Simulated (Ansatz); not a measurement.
## Group exchange: C3H7Cl + SnH3(SH) → C2H5Cl + CH6SSn

Species: C3H7Cl (1-chloropropane) `CCCCl`, singlet; SnH3(SH), singlet; C2H5Cl (chloroethane) `CCCl`, singlet; CH6SSn `C[S][SnH3]`, singlet. The partners trade CH3 for H: C–CH3 and S–H bonds give way to C–H and S–CH3.

Shapes, held fixed at every level: PBE0-D4/def2-TZVP. Flexible molecules stand in one conformer, not always the lowest. Programs: Ansatz 0.2.0. The zero-point and thermal change to 298 K, harmonic and unscaled (PBE0-D4/def2-TZVP), is +4.0 kJ/mol.

| level | kind | ΔH(298 K) (kJ/mol) | less CCSD(T)/def2-TZVPP |
| --- | --- | --- | --- |
| PBE-D4/def2-TZVPP | GGA | +17.8 | -6.5 |
| B2PLYP/def2-TZVPP | double hybrid | +20.5 | -3.8 |
| MP2/def2-SVP | perturbation theory | +34.6 | +10.3 |
| MP2/def2-TZVPP | perturbation theory | +22.5 | -1.8 |
| CCSD(T)/def2-SVP | coupled cluster or CI | +35.5 | +11.2 |
| CCSD/def2-SVP | coupled cluster or CI | +36.0 | +11.7 |
| CCSD(T)/def2-TZVPP | coupled cluster or CI | +24.3 | 0.0 |

The highest level, CCSD(T)/def2-TZVPP, gives ΔH(298 K) = +24.3 kJ/mol; the levels span +17.8 to +36.0. The column of differences is taken from that level and isn't an error. No measured value is set beside it here. For atoms past krypton def2 sets carry core potentials with scalar relativity. Correlated rows may include outer-core shells of Sn, which these sets cover unevenly.

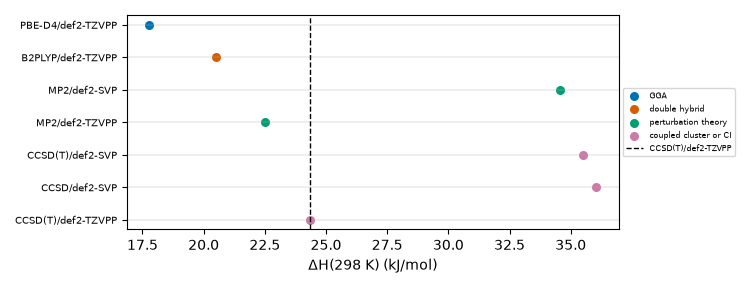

The values of the table, level by level.
